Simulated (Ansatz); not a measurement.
# BN: a point defect seen from the nuclei (Si on an N site), part 2 of 2

Wanted: the field gradients around Si on an N site in BN, cell charge -1, before and after the neighbours move. The cell is a supercell built from a COD entry (the entry's cell lengths or inner coordinates differ somewhat from later room-temperature determinations). Planned: a single point, then a relaxation.

Ansatz 0.2.0; DFT, PBE, plane-wave PAW, default files, scalar-relativistic. The steps go on from the part before.

## 3. Ions relaxed

The COD entry's cell or inner coordinates are ideal or old and differ from later refinements, so a difference from it is no clean test against experiment.

Contents of input.yaml:

```yaml
crystal:
  lattice:
    - [7.49472, 0.0, 0.0]
    - [-3.74736, 6.4906179144, 0.0]
    - [0.0, 0.0, 6.6357]
  atoms:
    - { symbol: B, position: [0.1111111111, 0.2222222222, 0.25] }
    - { symbol: B, position: [0.1111111111, 0.5555555556, 0.25] }
    - { symbol: B, position: [0.1111111111, 0.8888888889, 0.25] }
    - { symbol: B, position: [0.4444444444, 0.2222222222, 0.25] }
    - { symbol: B, position: [0.4444444444, 0.5555555556, 0.25] }
    - { symbol: B, position: [0.4444444444, 0.8888888889, 0.25] }
    - { symbol: B, position: [0.7777777778, 0.2222222222, 0.25] }
    - { symbol: B, position: [0.7777777778, 0.5555555556, 0.25] }
    - { symbol: B, position: [0.7777777778, 0.8888888889, 0.25] }
    - { symbol: B, position: [0.2222222222, 0.1111111111, 0.75] }
    - { symbol: B, position: [0.2222222222, 0.4444444444, 0.75] }
    - { symbol: B, position: [0.2222222222, 0.7777777778, 0.75] }
    - { symbol: B, position: [0.5555555556, 0.1111111111, 0.75] }
    - { symbol: B, position: [0.5555555556, 0.4444444444, 0.75] }
    - { symbol: B, position: [0.5555555556, 0.7777777778, 0.75] }
    - { symbol: B, position: [0.8888888889, 0.1111111111, 0.75] }
    - { symbol: B, position: [0.8888888889, 0.4444444444, 0.75] }
    - { symbol: B, position: [0.8888888889, 0.7777777778, 0.75] }
    - { symbol: Si, position: [0.1111111111, 0.2222222222, 0.75] }
    - { symbol: "N", position: [0.1111111111, 0.5555555556, 0.75] }
    - { symbol: "N", position: [0.1111111111, 0.8888888889, 0.75] }
    - { symbol: "N", position: [0.4444444444, 0.2222222222, 0.75] }
    - { symbol: "N", position: [0.4444444444, 0.5555555556, 0.75] }
    - { symbol: "N", position: [0.4444444444, 0.8888888889, 0.75] }
    - { symbol: "N", position: [0.7777777778, 0.2222222222, 0.75] }
    - { symbol: "N", position: [0.7777777778, 0.5555555556, 0.75] }
    - { symbol: "N", position: [0.7777777778, 0.8888888889, 0.75] }
    - { symbol: "N", position: [0.2222222222, 0.1111111111, 0.25] }
    - { symbol: "N", position: [0.2222222222, 0.4444444444, 0.25] }
    - { symbol: "N", position: [0.2222222222, 0.7777777778, 0.25] }
    - { symbol: "N", position: [0.5555555556, 0.1111111111, 0.25] }
    - { symbol: "N", position: [0.5555555556, 0.4444444444, 0.25] }
    - { symbol: "N", position: [0.5555555556, 0.7777777778, 0.25] }
    - { symbol: "N", position: [0.8888888889, 0.1111111111, 0.25] }
    - { symbol: "N", position: [0.8888888889, 0.4444444444, 0.25] }
    - { symbol: "N", position: [0.8888888889, 0.7777777778, 0.25] }
total_charge: -1
kpoints:
  mp_grid: { grid: [3, 3, 3] }
scf:
  occupations: { method: fermi_dirac, width: 0.01 }
hamiltonian:
  xc: pbe
  pseudopotentials: { kind: paw }
output:
  forces: true
  stress: true
  populations: true
  efg:
    quadrupole_moments_barn: { B: 0.04059, "N": 0.02044 }
    contact_densities: true
relax:
  f_tol: 0.03
  max_steps: 40
```

Run with:

```console
$ ansatz run input.yaml --threads 1 --pin off --max-ram 2560MiB --backend cpu --events-out ev --progress --plain --runs-dir out
```

What it wrote:

```text
[... 1 line left out ...]
Warning: RAYON_NUM_THREADS=1 ignored (pool sized by the plan → 1); use --threads N
Engine: ansatz 0.2.0, aarch64-unknown-linux-gnu
Pseudopotentials: kind: paw
Pseudopotential: B, paw, valence charge 3, recommended cutoff 420 eV (normal), B.paw.azcp
Pseudopotential: Si, paw, valence charge 4, recommended cutoff 420 eV (normal), Si.paw.azcp
Pseudopotential: N, paw, valence charge 5, recommended cutoff 420 eV (normal), N.paw.azcp
Functional definition: PBE
  parameter kappa = 0.804
  parameter beta = 0.06672455060314922
  exchange = pbe_x(kappa = kappa, mu = beta*pi^2/3)
  correlation = pbe_c(beta = beta)
Crystal: 36 atoms, lattice volume = 322.796 Å³
Basis set: ecut = 420 eV, 6335 PW (Γ), exchange–correlation on 108×108×90 points (8 copies of the dense FFT grid, shifted against one another)
Bands: 108, of which v1, the nominal top of the filled ones, is band 72 counted from 1 (71 counted from 0)
Symmetry: 12 space group operations
Space group: P-6m2 (ITA 187), of the structure as read, at distance tolerance 6.9e-5 Å
k-points: 6 of 27 (time reversal used)
Non-local potential: B, projectors of the file, l = 0: 2, l = 1: 2, l = 2: 1
Non-local potential: Si, projectors of the file, l = 0: 2, l = 1: 2, l = 2: 2
Non-local potential: N, projectors of the file, l = 0: 2, l = 1: 2, l = 2: 1
PAW form: soft (Blöchl's): semilocal exchange-correlation on the pseudo side does not see the compensation charge
PAW one-centre angular grid: B, 110 points (default); XC on 64 Gauss nodes
PAW one-centre angular grid: Si, 110 points (default); XC on 64 Gauss nodes
PAW one-centre angular grid: N, 110 points (default); XC on 64 Gauss nodes
Initial density: superposition of atomic densities (neutral atoms scaled as one to the charged cell's electrons: chi_scale 0, normalization atom), corrected by the library's trained network
Initial wavefunctions: pseudopotential atomic-orbital guess
Functional: x = pbe(κ = 0.804, μ = 0.2195149727645171), c = pbe(β = 0.06672455060314922)
SCF iter   1: F=—  HF=-9988.348475 eV  |F-HF|=—  |Δ(HF+E_count)|=         —  Δρ=1.49e-2  dr2=1.85e0  ethr=1.77e-3  ⟨swp⟩=7.0  Hψ=3272  notcnv=0  defer=67
preconditioner: auto → Resta (q_TF=auto, 2.385 Å⁻¹)  ε∞=3.6  [insulator: Δε(μ)=2.545 eV  Ē_g=15.421 eV  σ=0.010 eV  W_gap=1.00  n_scr=70 (ndim 8)  ℏωp=24.8 eV  f_vac=0.017  D(μ)=0.00/eV (n_scr^D=0)  ε∞_Penn≈3.6]
SCF iter   2: F=—  HF=-9987.822563 eV  |F-HF|=—  |Δ(HF+E_count)|=   5.26e-1  Δρ=5.19e-3  dr2=3.24e-1  ethr=1.28e-3  ⟨swp⟩=2.0  Hψ=923  notcnv=0  defer=182
SCF iter   3: F=—  HF=-9987.706460 eV  |F-HF|=—  |Δ(HF+E_count)|=   1.16e-1  Δρ=2.53e-3  dr2=6.58e-2  ethr=2.25e-4  ⟨swp⟩=2.5  Hψ=958  notcnv=0  defer=179
SCF iter   4: F=—  HF=-9987.679717 eV  |F-HF|=—  |Δ(HF+E_count)|=   2.67e-2  Δρ=1.08e-3  dr2=8.65e-3  ethr=4.57e-5  ⟨swp⟩=2.8  Hψ=902  notcnv=0  defer=179
SCF iter   5: F=—  HF=-9987.676592 eV  |F-HF|=—  |Δ(HF+E_count)|=   3.13e-3  Δρ=3.29e-4  dr2=4.36e-4  ethr=6.00e-6  ⟨swp⟩=2.7  Hψ=1062  notcnv=0  defer=179
SCF iter   6: F=—  HF=-9987.676679 eV  |F-HF|=—  |Δ(HF+E_count)|=   8.71e-5  Δρ=1.22e-4  dr2=3.93e-5  ethr=3.03e-7  ⟨swp⟩=2.0  Hψ=831  notcnv=0  defer=179
SCF iter   7: F=-9987.676679 eV  HF=-9987.676685 eV  |F-HF|=5.42e-6  |Δ(HF+E_count)|=   5.81e-6  Δρ=5.71e-5  dr2=9.45e-6  ethr=1.56e-8  ⟨swp⟩=4.8  Hψ=1948  notcnv=0
SCF 1 converged in 7 iterations: F = -9987.676679 eV  dr2 = 9.45e-6
relax step   1: F+E_penalty+E_count = -9987.67667950 eV  Δ(F+E_penalty+E_count) = +0.000e0 eV  max|allowed force component| = 2.257e1 eV/Å  Δτ_max = 0.0000 Å  (7 SCF iters, dr2 threshold 2.25e-5 eV, accepted)
[... 11 lines left out ...]
relax step   2: F+E_penalty+E_count = -9993.93771898 eV  Δ(F+E_penalty+E_count) = -6.261e0 eV  max|allowed force component| = 9.227e0 eV/Å  Δτ_max = 0.1292 Å  (6 SCF iters, dr2 threshold 1.00e-4 eV, accepted)
[... 16 lines left out ...]
relax step   4: F+E_penalty+E_count = -9995.57642000 eV  Δ(F+E_penalty+E_count) = -8.018e-2 eV  max|allowed force component| = 1.521e-1 eV/Å  Δτ_max = 0.0202 Å  (5 SCF iters, dr2 threshold 1.00e-4 eV, accepted)
[... 12 lines left out ...]
relax step   6: F+E_penalty+E_count = -9995.57735910 eV  Δ(F+E_penalty+E_count) = -2.572e-8 eV  max|allowed force component| = 6.431e-3 eV/Å  Δτ_max = 0.0000 Å  (2 SCF iters, accepted)
NSCF: frozen V_eff on 6 k-points
[... 1 line left out ...]
SCF converged after 2 iterations
Free energy (F): -9995.577359 eV
Harris-Foulkes:  -9995.577359 eV  (|F-HF|=3.09e-8)
Internal energy: -9995.577359 eV  (E = F + TS)
E sigma→0 (E₀):  -9995.577359 eV
Fermi energy:    8.464127 eV
--- Per-component energies (eV) ---
[... 15 lines left out ...]
--- Forces (eV/Å), atoms counted from 1 ---
  atom   1  B      0.00000000     0.00000000     0.00000000
  atom   2  B     -0.00235143     0.00274800     0.00000000
  atom   3  B      0.00120412    -0.00341040     0.00000000
  atom   4  B      0.00355555     0.00066240     0.00000000
  atom   5  B      0.00235143     0.00274800     0.00000000
  atom   6  B      0.00000000     0.00000000     0.00000000
[... 30 lines left out ...]
  max |Σ_I F_I| component: 1.10e-17 eV/Å
--- Stress (GPa, compression-positive) ---
       27.443356       0.000000       0.000000
        0.000000      27.443356       0.000000
        0.000000       0.000000       2.098822
  P = ⅓ Tr σ = 18.9952 GPa (189.952 kbar)
--- PAW observables at the nuclei: V_zz in 10²¹ V/m², potentials from the cell's mean, atoms counted from 1 ---
  atom   1  B  V_zz =    +2.841436   η = 0.0000   by run symmetry: allowed   C_q = +2.7888 MHz
            electrostatic potential = -322.263836 V   contact ρ = 486.850625 e/Å³
  atom   2  B  V_zz =    +2.775205   η = 0.0527   by run symmetry: allowed   C_q = +2.7238 MHz
            electrostatic potential = -322.306103 V   contact ρ = 486.905197 e/Å³
  atom   3  B  V_zz =    +2.775205   η = 0.0527   by run symmetry: allowed   C_q = +2.7238 MHz
            electrostatic potential = -322.306103 V   contact ρ = 486.905198 e/Å³
  atom   4  B  V_zz =    +2.775205   η = 0.0527   by run symmetry: allowed   C_q = +2.7238 MHz
            electrostatic potential = -322.306103 V   contact ρ = 486.905197 e/Å³
  atom   5  B  V_zz =    +2.775205   η = 0.0527   by run symmetry: allowed   C_q = +2.7238 MHz
            electrostatic potential = -322.306103 V   contact ρ = 486.905197 e/Å³
  atom   6  B  V_zz =    +2.733819   η = 0.0000   by run symmetry: allowed   C_q = +2.6831 MHz
            electrostatic potential = -322.269130 V   contact ρ = 486.897910 e/Å³
  atom   7  B  V_zz =    +2.775205   η = 0.0527   by run symmetry: allowed   C_q = +2.7238 MHz
            electrostatic potential = -322.306103 V   contact ρ = 486.905197 e/Å³
  atom   8  B  V_zz =    +2.779291   η = 0.0000   by run symmetry: allowed   C_q = +2.7278 MHz
            electrostatic potential = -322.252621 V   contact ρ = 486.903035 e/Å³
  atom   9  B  V_zz =    +2.775205   η = 0.0527   by run symmetry: allowed   C_q = +2.7238 MHz
            electrostatic potential = -322.306103 V   contact ρ = 486.905198 e/Å³
  atom  10  B  V_zz =    +3.296703   η = 0.6692   by run symmetry: allowed   C_q = +3.2356 MHz
            electrostatic potential = -325.455987 V   contact ρ = 487.378132 e/Å³
  atom  11  B  V_zz =    +3.296703   η = 0.6692   by run symmetry: allowed   C_q = +3.2356 MHz
            electrostatic potential = -325.455987 V   contact ρ = 487.378133 e/Å³
  atom  12  B  V_zz =    +2.894494   η = 0.0972   by run symmetry: allowed   C_q = +2.8408 MHz
            electrostatic potential = -323.650063 V   contact ρ = 487.254225 e/Å³
  atom  13  B  V_zz =    +2.894494   η = 0.0972   by run symmetry: allowed   C_q = +2.8408 MHz
            electrostatic potential = -323.650063 V   contact ρ = 487.254222 e/Å³
  atom  14  B  V_zz =    +2.576817   η = 0.0005   by run symmetry: allowed   C_q = +2.5290 MHz
            electrostatic potential = -322.896893 V   contact ρ = 486.888206 e/Å³
  atom  15  B  V_zz =    +2.894494   η = 0.0972   by run symmetry: allowed   C_q = +2.8408 MHz
            electrostatic potential = -323.650063 V   contact ρ = 487.254225 e/Å³
  atom  16  B  V_zz =    +3.296703   η = 0.6692   by run symmetry: allowed   C_q = +3.2356 MHz
            electrostatic potential = -325.455987 V   contact ρ = 487.378132 e/Å³
  atom  17  B  V_zz =    +2.576817   η = 0.0005   by run symmetry: allowed   C_q = +2.5290 MHz
            electrostatic potential = -322.896893 V   contact ρ = 486.888206 e/Å³
  atom  18  B  V_zz =    +2.576817   η = 0.0005   by run symmetry: allowed   C_q = +2.5290 MHz
            electrostatic potential = -322.896893 V   contact ρ = 486.888205 e/Å³
  atom  19  Si V_zz =   +12.666498   η = 0.0000   by run symmetry: allowed
            electrostatic potential = -1364.651009 V   contact ρ = 12810.971383 e/Å³
  atom  20  N  V_zz =    -2.806661   η = 0.1575   by run symmetry: allowed   C_q = -1.3872 MHz
            electrostatic potential = -513.090731 V   contact ρ = 1411.496257 e/Å³
  atom  21  N  V_zz =    -2.806661   η = 0.1575   by run symmetry: allowed   C_q = -1.3872 MHz
            electrostatic potential = -513.090731 V   contact ρ = 1411.496257 e/Å³
  atom  22  N  V_zz =    -2.806661   η = 0.1575   by run symmetry: allowed   C_q = -1.3872 MHz
            electrostatic potential = -513.090731 V   contact ρ = 1411.496257 e/Å³
  atom  23  N  V_zz =    -2.806661   η = 0.1575   by run symmetry: allowed   C_q = -1.3872 MHz
            electrostatic potential = -513.090731 V   contact ρ = 1411.496257 e/Å³
  atom  24  N  V_zz =    -0.759550   η = 0.0000   by run symmetry: allowed   C_q = -0.3754 MHz
            electrostatic potential = -512.628844 V   contact ρ = 1411.186107 e/Å³
  atom  25  N  V_zz =    -2.806661   η = 0.1575   by run symmetry: allowed   C_q = -1.3872 MHz
            electrostatic potential = -513.090731 V   contact ρ = 1411.496257 e/Å³
  atom  26  N  V_zz =    +0.707548   η = 0.0000   by run symmetry: allowed   C_q = +0.3497 MHz
            electrostatic potential = -512.709857 V   contact ρ = 1411.414369 e/Å³
  atom  27  N  V_zz =    -2.806661   η = 0.1575   by run symmetry: allowed   C_q = -1.3872 MHz
            electrostatic potential = -513.090731 V   contact ρ = 1411.496257 e/Å³
  atom  28  N  V_zz =    -0.709877   η = 0.0949   by run symmetry: allowed   C_q = -0.3508 MHz
            electrostatic potential = -512.325107 V   contact ρ = 1411.260774 e/Å³
  atom  29  N  V_zz =    -0.709877   η = 0.0949   by run symmetry: allowed   C_q = -0.3508 MHz
            electrostatic potential = -512.325107 V   contact ρ = 1411.260774 e/Å³
  atom  30  N  V_zz =    -0.437708   η = 0.1011   by run symmetry: allowed   C_q = -0.2163 MHz
            electrostatic potential = -512.120765 V   contact ρ = 1411.213643 e/Å³
  atom  31  N  V_zz =    -0.437708   η = 0.1011   by run symmetry: allowed   C_q = -0.2163 MHz
            electrostatic potential = -512.120765 V   contact ρ = 1411.213643 e/Å³
  atom  32  N  V_zz =    -0.577812   η = 0.0416   by run symmetry: allowed   C_q = -0.2856 MHz
            electrostatic potential = -512.142900 V   contact ρ = 1411.181602 e/Å³
  atom  33  N  V_zz =    -0.437708   η = 0.1011   by run symmetry: allowed   C_q = -0.2163 MHz
            electrostatic potential = -512.120765 V   contact ρ = 1411.213643 e/Å³
  atom  34  N  V_zz =    -0.709877   η = 0.0949   by run symmetry: allowed   C_q = -0.3508 MHz
            electrostatic potential = -512.325107 V   contact ρ = 1411.260774 e/Å³
  atom  35  N  V_zz =    -0.577812   η = 0.0416   by run symmetry: allowed   C_q = -0.2856 MHz
            electrostatic potential = -512.142900 V   contact ρ = 1411.181602 e/Å³
  atom  36  N  V_zz =    -0.577812   η = 0.0416   by run symmetry: allowed   C_q = -0.2856 MHz
            electrostatic potential = -512.142900 V   contact ρ = 1411.181602 e/Å³
--- Band table (eV; the first three rows and the last of 6) ---
[... 4 lines left out ...]
--- Relaxed structure (6 steps of the walk, 6 accepted, 0 SCFs on fresh bases) ---
  F+E_penalty+E_count = -9995.57735910 eV   max|allowed force component| = 6.431e-3 eV/Å
  atoms:
[... 36 lines left out ...]
--- Löwdin populations: 36 sites ---
  site symbol       q [e]
[... 36 lines left out ...]
  spilling = 0.007225 (of n_electrons = 144.000000)
```

Wall time 1.8 min (1 thread of Arm Neoverse V1, shared host); peak memory 0.66 GiB.

Step by step:

```
step  energy change (eV)  largest force component (eV/Å)
   1              0.0000                          22.566
   2             -6.2610                           9.227
   3             -7.8196                           1.337
   4             -7.8997                           0.152
   5             -7.9007                           0.006
   6             -7.9007                           0.006
```

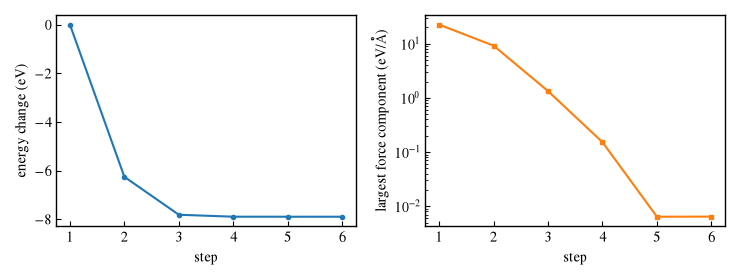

Energy and largest force component along the relaxation.

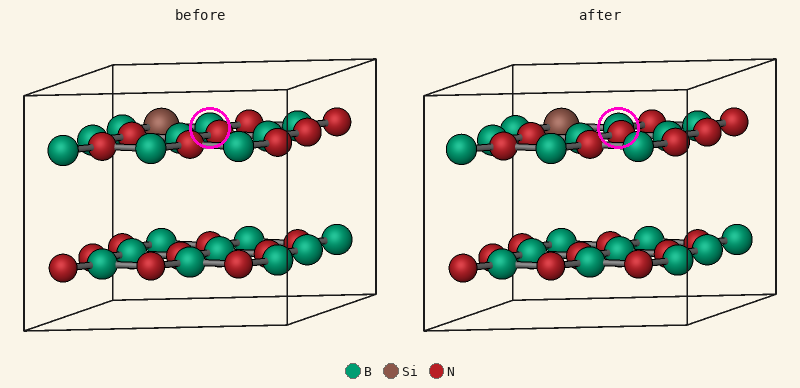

Before and after; atom 11 (B), which moved most, is ringed, with its images.

Largest displacement: 0.253 Å (atom 11 and its like, B); mean 0.037 Å.

State: gap on the mesh 1.33 eV, largest force 0.007 eV/Å, pressure 19.0 GPa.

Against step 2 (V_zz in 10²¹ V/m²; 10 of 14 rows, with the four largest changes of size):

```
site          atoms  V_zz, PBE  V_zz, PBE relaxed  η, PBE  η, PBE relaxed
  Si             19       20.1              12.67    0.00            0.00
 B10     10, 11, 16      -3.13               3.30    0.90            0.67
 N20  20, 21, 22, …      -0.78              -2.81    0.50            0.16
 B14     14, 17, 18       2.67               2.58    0.04            0.00
  B1              1       2.84               2.84    0.00            0.00
 N28     28, 29, 34      -0.70              -0.71    0.18            0.09
 B12     12, 13, 15       2.82               2.89    0.04            0.10
  B2     2, 3, 4, …       2.79               2.78    0.02            0.05
 N24             24     -0.076              -0.76    0.00            0.00
 N26             26     -0.028               0.71    0.00            0.00
```

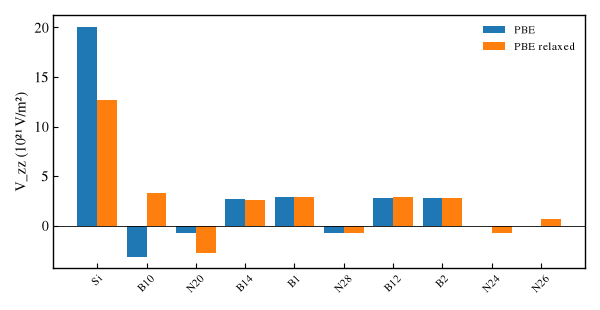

V_zz by site: PBE and PBE relaxed.

Like atoms gathered into sites: 11 of 14, those nearest the defect, the farthest of each element and the two largest gradients.

```
site              atoms  distance from the defect (Å)  V_zz (10²¹ V/m²)     η     C_Q (MHz)
  Si                 19                          0.00             12.67  0.00             –
 B10         10, 11, 16                          1.70              3.30  0.67    3.24 (¹¹B)
 N20  20, 21, 22, 23, …                          2.58             -2.81  0.16   -1.39 (¹⁴N)
 B14         14, 17, 18                          2.89              2.58  0.00    2.53 (¹¹B)
  B1                  1                          3.32              2.84  0.00    2.79 (¹¹B)
 N28         28, 29, 34                          3.62             -0.71  0.09  -0.351 (¹⁴N)
 B12         12, 13, 15                          3.82              2.89  0.10    2.84 (¹¹B)
  B2      2, 3, 4, 5, …                          4.15              2.78  0.05    2.72 (¹¹B)
 N24                 24                          4.33             -0.76  0.00  -0.375 (¹⁴N)
 N30         30, 31, 33                          5.06             -0.44  0.10  -0.216 (¹⁴N)
  B6                  6                          5.45              2.73  0.00    2.68 (¹¹B)
```

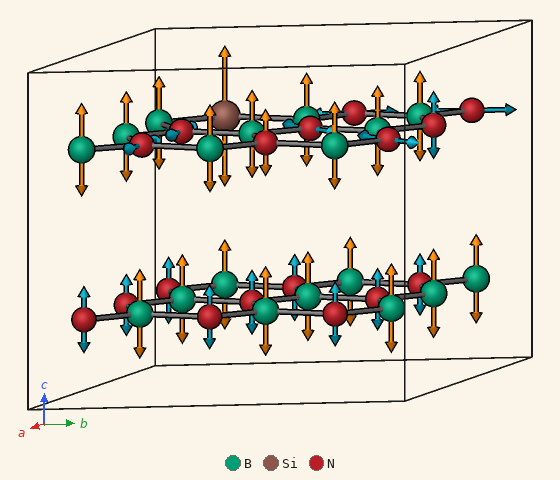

Principal axis of V_zz at each atom with a gradient: orange where V_zz is positive, teal where negative; longer for larger size.

The sizes of the gradients above 0.15 moved by 3 % in the median, over a factor of two at the site that moves most (small gradients counted from 0.15; N24, -0.076 to -0.76), with a change of sign at B10.

## 4. From gradients to spectra (values of step 3)

¹⁴N (I = 1, Q = 20.44 mb) in zero field: pure quadrupole lines, for atoms at rest. Strengths are squared matrix elements for a powder, against the strongest line of the same site.

```
site  count  line (MHz)  strength
 N20      6       0.109      1.00
 N20      6       0.986      1.00
 N20      6        1.09      1.00
 N28      3       0.017      1.00
 N28      3       0.255      1.00
 N28      3       0.271      1.00
 N24      1       0.282      1.00
 N30      3       0.011      1.00
 N30      3       0.157      1.00
 N30      3       0.168      1.00
```

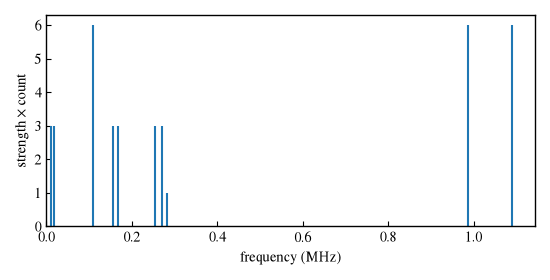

Stick spectrum of the ¹⁴N quadrupole resonances of the sites tabulated.

## 5. Results

The summary covers parts 1 to 2.

| quantity | value |
| --- | --- |
| state (step 3) | gap on the mesh 1.33 eV, largest force 0.007 eV/Å, pressure 19.0 GPa |
| V_zz by site, step 3 (10²¹ V/m²) | Si 12.67, B10 3.30, N20 -2.81, B14 2.58, B1 2.84, N28 -0.71, B12 2.89, B2 2.78, … |
| largest C_Q in size, step 3 | 3.24 MHz, ¹¹B at B10 |
| step 3 (ions relaxed) against step 2 | 3 % in the median, over a factor of two at the site that moves most (small gradients counted from 0.15; N24, -0.076 to -0.76), with a change of sign at B10 |

What this shows: Site Si (3 B at 1.70 Å) carries the largest gradient. The runs allow no spin. The relaxation kept the symmetry P-6m2, so a distorted place of lower energy may have been missed. Moves of at most 0.25 Å on relaxation changed gradients by over a factor of two in size at the worst site (3 % in the median) (gradients over 0.15 counted), so at some sites the starting positions were a poor guide. The highest ¹⁴N quadrupole line lies at 1.09 MHz, for nuclei at rest; thermal motion mostly lowers such lines a little. The defect repeats with the cell of 36 atoms, so it feels its images: sites between two images don't show the values beside a lone defect, and zeros or small values of η there can come from the images' arrangement. B and N carry a gradient in the pure host already, so the values there aren't the defect's effect alone. The relaxation keeps the site symmetry -6m2 of the start, so the impurity can't leave its site; a start off the site could end lower. A uniform background compensates the cell's charge. The cell keeps the host's lattice, where the PBE pressure is 19 GPa (in a charged cell this depends on the convention for the mean potential).

The gaps are Kohn-Sham values of a semilocal functional, not quasiparticle or optical gaps. Such gaps usually fall short of the measured ones.
